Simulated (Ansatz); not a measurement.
Consider GaCuSe2 in the chalcopyrite structure (space group I-42d, No. 122; a = 5.508 Å, c = 10.962 Å).

Perturbation: the cell is scaled by 0.9700 in all directions, atoms relaxed at fixed cell.

Calculations: LDA (Ansatz, an electronic-structure program; PAW; 420 eV plane waves; without spin-orbit coupling).

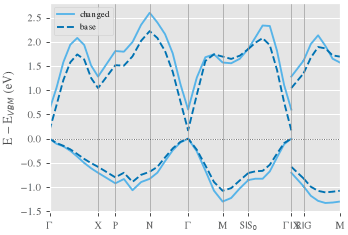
Figure: Highest valence and lowest conduction band along the path, each from its own valence-band maximum

**Question.** Read the changed gap and its character from the plot.

**Answer.** About 0.60 eV, direct at Γ.

The cells carry an imposed strain or load. Stability against distortions was not tested. All final runs are without spin polarisation.
